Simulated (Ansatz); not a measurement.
# Run report: BSi$_{2}$H$_{7}$SO, frequency calculation

BSi$_{2}$H$_{7}$SO, SMILES OB(S)[SiH2][SiH3], computed with RKS PBE0-D4/6-31G (Ansatz 0.2.0).

It belongs to a series of runs on one base structure; here: vibrations at the highest image of the band. Figures and captions count atoms from 1; the log counts them from 0 in places.

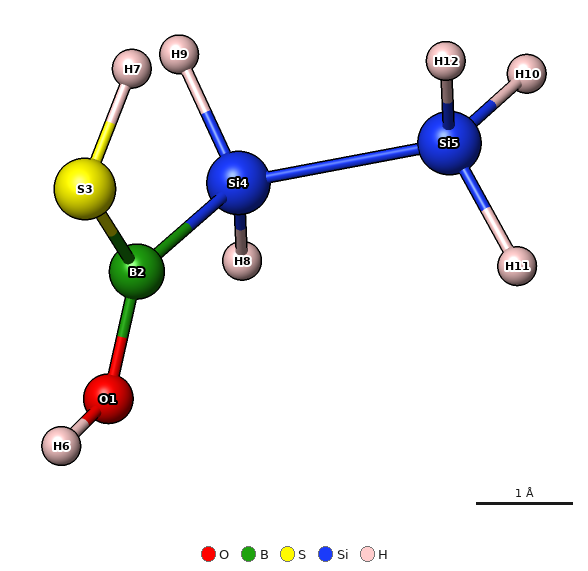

Fig. 1: The input geometry (ball-and-stick view, seen at a tilt; atoms are numbered from 1 in the order of the input).

Input
```yaml
crystal:
  periodic: [false, false, false]
  atoms:
    - { symbol: O, position_ang: [-2.443181, 0.629618, -0.632782] }
    - { symbol: B, position_ang: [-1.091782, 0.845722, -0.653038] }
    - { symbol: S, position_ang: [-0.460839, 2.590422, -0.535091] }
    - { symbol: Si, position_ang: [0.132364, -0.75719, -0.75711] }
    - { symbol: Si, position_ang: [1.197013, -1.093988, 1.322159] }
    - { symbol: H, position_ang: [-3.071962, 1.368757, -0.563796] }
    - { symbol: H, position_ang: [0.88589, 2.347357, -0.58772] }
    - { symbol: H, position_ang: [-0.611424, -2.001717, -1.155335] }
    - { symbol: H, position_ang: [1.219914, -0.511631, -1.775199] }
    - { symbol: H, position_ang: [2.146642, -2.259574, 1.267078] }
    - { symbol: H, position_ang: [0.190526, -1.348302, 2.410466] }
    - { symbol: H, position_ang: [1.98374, 0.135426, 1.694368] }
basis:
  gaussian: { orbitals: "6-31G" }
hamiltonian:
  xc: pbe0
  dispersion: d4
phonons: {}
```

Machine: 1 thread of Arm Neoverse N1, 16 GiB of memory available, shared host.

Run as:
```bash
ansatz run input.yaml --threads 1 --pin off --max-ram 2048MiB --backend cpu --events-out ev --progress --plain --runs-dir out
```

Output
```
Engine: ansatz 0.2.0, aarch64-unknown-linux-gnu
Functional definition: PBE0
  parameter a = 0.25
  parameter kappa = 0.804
  parameter beta = 0.06672455060314922
  exchange = (1 - a)*pbe_x(kappa = kappa, mu = beta*pi^2/3) + a*exact_x
  correlation = pbe_c(beta = beta)
905 factors; integrals over basis functions are off by at most 1.7e-4 eV
mean field evaluation 1: about -29408.3470 eV, gradient 4.0e1 eV
mean field evaluation 2: about -29402.7022 eV, gradient 6.8e1 eV
mean field evaluation 4: about -29411.3662 eV, gradient 1.6e0 eV
mean field evaluation 8: about -29411.4391 eV, gradient 7.5e-2 eV
mean field evaluation 16: about -29411.4391 eV, gradient 8.3e-6 eV
mean field -29411.43908840 eV, -1080.8504507094 hartree, gradient 8.3e-6 eV, S^2 0.000000; 0 other end points of the search recorded, 0 dependent functions left out
the calculation of the forces begins
reference -29411.43911996 eV, -1080.8504518692 hartree; 32, 32 occupied and 39, 39 virtual orbitals, 905 factors
these checks for a lower state are left out or cut short: stability, starts, cluster_reference, orbital_swaps, neighbouring_geometries, increment
905 factors; integrals over basis functions are off by at most 1.7e-4 eV
mean field -29411.43886402 eV, -1080.8504424635 hartree, gradient 1.9e-6 eV, S^2 0.000000; 0 other end points of the search recorded, 0 dependent functions left out
[... from here on the field's lines of each further geometry are left out, up to the last ...]
the calculation of the forces begins
reference -29411.43912227 eV, -1080.8504519541 hartree; 32, 32 occupied and 39, 39 virtual orbitals, 905 factors
these checks for a lower state are left out or cut short: stability, starts, cluster_reference, orbital_swaps, neighbouring_geometries, increment
905 factors; integrals over basis functions are off by at most 1.7e-4 eV
mean field evaluation 448: about -29411.4391 eV, gradient 7.4e-7 eV
mean field -29411.43906970 eV, -1080.8504500222 hartree, gradient 7.4e-7 eV, S^2 0.000000; 0 other end points of the search recorded, 0 dependent functions left out
the calculation of the forces begins
reference -29411.43910127 eV, -1080.8504511821 hartree; 32, 32 occupied and 39, 39 virtual orbitals, 905 factors
WARN: phonons: modes at or below zero, which the zero-point energy, F, S and C_V leave out: 1, the lowest at -21.84 cm⁻¹. A minimum has none, and a first-order saddle one
Total energy: -29411.70192071 eV, -1080.8601096185 hartree
Atom 0 at    -2.443181     0.629618    -0.632782 Å, force    -0.000729     0.002734    -0.000938 eV/Å
Atom 1 at    -1.091782     0.845722    -0.653038 Å, force    -0.000992    -0.009712     0.006580 eV/Å
Atom 2 at    -0.460839     2.590422    -0.535091 Å, force    -0.001532     0.005522    -0.002486 eV/Å
Atom 3 at     0.132364    -0.757190    -0.757110 Å, force    -0.000611    -0.001935    -0.007444 eV/Å
Atom 4 at     1.197013    -1.093988     1.322159 Å, force     0.000732    -0.000817     0.002965 eV/Å
Atom 5 at    -3.071962     1.368757    -0.563796 Å, force     0.000807    -0.000819     0.001665 eV/Å
Atom 6 at     0.885890     2.347357    -0.587720 Å, force     0.002325     0.000765    -0.000066 eV/Å
Atom 7 at    -0.611424    -2.001717    -1.155335 Å, force    -0.000615     0.001683    -0.001493 eV/Å
Atom 8 at     1.219914    -0.511631    -1.775199 Å, force     0.000673    -0.000175     0.003548 eV/Å
Atom 9 at     2.146642    -2.259574     1.267078 Å, force    -0.000037     0.000086     0.000855 eV/Å
Atom 10 at     0.190526    -1.348302     2.410466 Å, force    -0.001658     0.001771    -0.003002 eV/Å
Atom 11 at     1.983740     0.135426     1.694368 Å, force     0.001638     0.000896    -0.000184 eV/Å
Dipole moment:    -0.061810     0.123244    -0.015306 e Å
Vibrations: -21.84 77.80 90.27 181.42 285.73 297.66 360.53 401.50 416.87 468.71 523.12 553.03 633.09 688.20 706.56 772.17 838.92 853.65 903.51 922.31 926.07 1053.52 1341.02 2151.59 2166.10 2183.39 2192.84 2196.16 2584.30 3719.05 cm⁻¹, zero-point energy 1.890081 eV
```

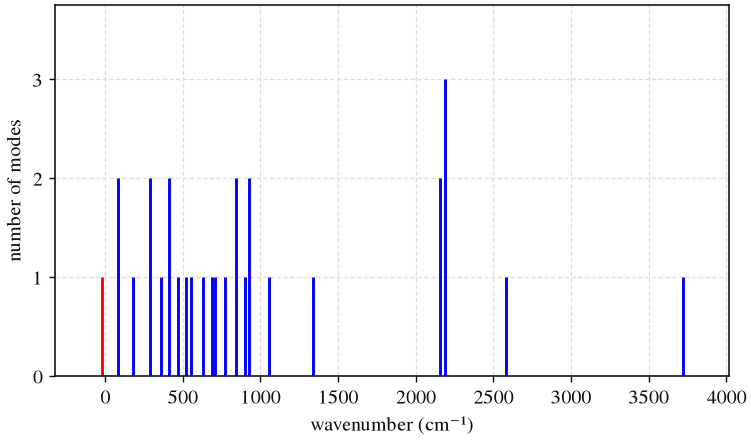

Fig. 2: Harmonic vibrational wavenumbers from the force constants; neighbouring modes closer than 17 cm⁻¹ are counted in one stick, and imaginary ones are drawn at negative wavenumbers. 30 modes from 22i to 3719 cm⁻¹, 1 imaginary beyond 8i (22i cm⁻¹): not a clean minimum; so soft a mode can be a shallow saddle, an incomplete relaxation or noise of the force constants.

Results in brief

| quantity | value |
| --- | --- |
| outcome | converged |
| total energy | −29411.7019 eV |
| mean-field energy | −29411.4391 eV |
| largest force (length of the vector) | 0.012 eV/Å |
| wall time | 6.5 min |
| peak memory | 0.18 GiB |
